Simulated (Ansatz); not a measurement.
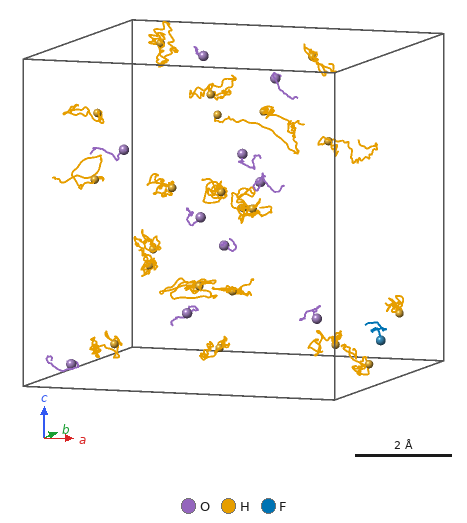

First-principles dynamics of a periodic cell with 10 H2O + 1 HF at 0.995 g/cm³, 225 fs long. Lines trace each atom's path, in the colour of its element; spheres stand at the starting positions. Seen slightly off an axis in the simulation cell.

Level of theory: Ansatz, DFT PBE, scalar-relativistic, plane waves, PAW. Run with plane-wave cutoff 420 eV; k-point mesh 1 × 1 × 1; Fermi-Dirac smearing 0.02 eV; low-accuracy preset; Langevin thermostat (NVT); set temperature 350 K; time step 0.75 fs; friction 0.02 per fs.

Input
```yaml
accuracy: low
crystal:
  lattice:
    - [6.938232, 0.0, 0.0]
    - [0.0, 6.938232, 0.0]
    - [0.0, 0.0, 6.938232]
  atoms:
    - { symbol: O, position: [0.04162936, 0.3209825, 0.03121145] }
    - { symbol: H, position: [0.1669666, 0.35892729, 0.09309679] }
    - { symbol: H, position: [-0.04087003, 0.43238092, 0.05613343] }
    - { symbol: O, position: [0.51171343, 0.71298734, 0.5602925] }
    - { symbol: H, position: [0.52951003, 0.59094769, 0.4940822] }
    - { symbol: H, position: [0.42940949, 0.7891212, 0.46904139] }
    - { symbol: O, position: [0.36919549, 0.44779002, 0.18549813] }
    - { symbol: H, position: [0.46462636, 0.47242637, 0.0800777] }
    - { symbol: H, position: [0.4366668, 0.36697519, 0.28047084] }
    - { symbol: O, position: [0.93755484, 0.01494771, 0.24408965] }
    - { symbol: H, position: [0.95903967, 0.12501999, 0.15224321] }
    - { symbol: H, position: [1.06777576, -0.00271193, 0.3022809] }
    - { symbol: O, position: [0.69600295, 1.02170141, 0.73676292] }
    - { symbol: H, position: [0.66476571, 0.90007706, 0.66916555] }
    - { symbol: H, position: [0.6186733, 1.01448439, 0.85405926] }
    - { symbol: O, position: [0.31226616, -0.04928578, 0.32944813] }
    - { symbol: H, position: [0.3818277, 0.06786251, 0.37693428] }
    - { symbol: H, position: [0.34720897, -0.07348996, 0.19414387] }
    - { symbol: O, position: [0.17438193, 0.4249643, 0.67925268] }
    - { symbol: H, position: [0.10849975, 0.3697629, 0.79575414] }
    - { symbol: H, position: [0.07407423, 0.44379253, 0.58169623] }
    - { symbol: O, position: [0.27950009, 0.85392622, 0.91906407] }
    - { symbol: H, position: [0.33209358, 0.77011847, 0.81342046] }
    - { symbol: H, position: [0.16881968, 0.77689436, 0.9629642] }
    - { symbol: O, position: [0.63054274, 0.51066264, 0.90623956] }
    - { symbol: H, position: [0.57106809, 0.57318891, 0.79502886] }
    - { symbol: H, position: [0.71476809, 0.60894358, 0.96442536] }
    - { symbol: O, position: [0.48139532, 0.25147739, 0.50647913] }
    - { symbol: H, position: [0.57151656, 0.18233477, 0.59579306] }
    - { symbol: H, position: [0.37269967, 0.30136578, 0.58595933] }
    - { symbol: F, position: [0.89966151, 0.70958506, 0.09306258] }
    - { symbol: H, position: [0.90966715, 0.85302897, 0.15877113] }
basis:
  ecutwfc: 420.0
kpoints:
  mp_grid: { grid: [1, 1, 1] }
hamiltonian:
  xc: pbe
scf:
  occupations: { method: fermi_dirac, width: 0.02 }
  lower_state_search: "off"
md:
  timestep: 0.75
  n_steps: 300
  ensemble: nvt_langevin
  temperature: 350.0
  initial_velocities: maxwell_boltzmann
  seed: 875036
  friction: 0.02
```

Command:
```bash
ansatz run input.yaml --threads 1 --pin off --max-ram 3072MiB --backend cpu --events-out ev --progress --plain --runs-dir out
```

How do the atoms move?

Answer. Root-mean-square distances from the starting positions over the second half, with the common drift of all atoms taken out: F 0.61 Å, H 0.61 Å, O 0.38 Å. The heavy atoms stay within a fraction of a molecule's size of their starting places; so short a run doesn't tell a liquid from a solid. The mean temperature in the second half is 346 K (standard deviation 43 K). The potential energy in the second half lies on average 41.1 meV per atom above the first frame.

Limits of the set-up: the program's low-accuracy preset was used; the periodic images lie only 6.9 Å apart, so the values are limited by the cell's size.
